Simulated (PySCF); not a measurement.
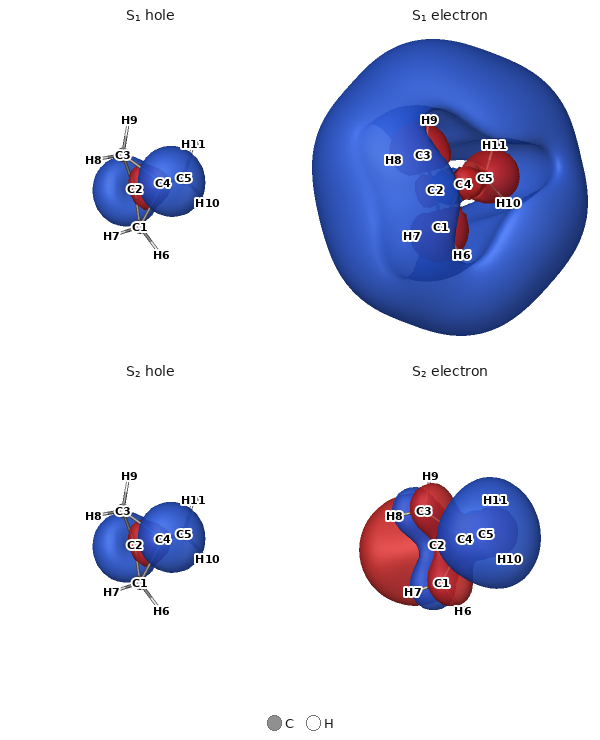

*C₅H₆, SMILES `C1C23CC13C2`. Leading natural transition orbitals (TDA singlet states).*

PySCF calculation, CAM-B3LYP/def2-SVPD, gas phase; geometry: GFN2-xTB. No frequency check shows the geometry to be a minimum.

Q: Give the energy and character of each state.

A: By state:
- S₁: 7.61 eV (163 nm), f = 0.000 (dark), diffuse (Rydberg-like) orbital; the leading pair carries 100 %; hole on C2 and C4 (41 % each), electron on H6, H7, H8, H9, H10 and H11 (12 % each) and C1, C3 and C5 (7 % each) (atom shares of so diffuse an orbital are rough); their centroids lie 0.0 Å apart.
- S₂: 7.96 eV (156 nm), f = 0.508 (bright), partly diffuse acceptor orbital; the leading pair carries 90 %; hole on C2 and C4 (39 % each) and C1, C3 and C5 (6 % each), electron on C2 and C4 (31 % each) and C1, C3 and C5 (10 % each) (atom shares of so diffuse an orbital are rough); their centroids lie 0.0 Å apart.
